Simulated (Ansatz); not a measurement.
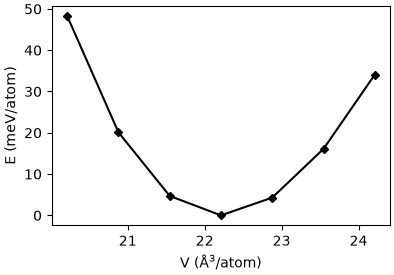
*Ge (diamond, Fd-3m) under volume change, DFT-LDA in the program Ansatz with PAW potentials, scaled uniformly.*

**Question.** What does a third-order Birch–Murnaghan fit give for V₀, B₀ and B′?

**Answer.** V₀ = 22.21 Å³/atom, B₀ = 71.7 GPa, B′ = 4.9.

The cell was relaxed with LDA under the symmetry of its start.

Potentials: the later of the program's two PAW sets.
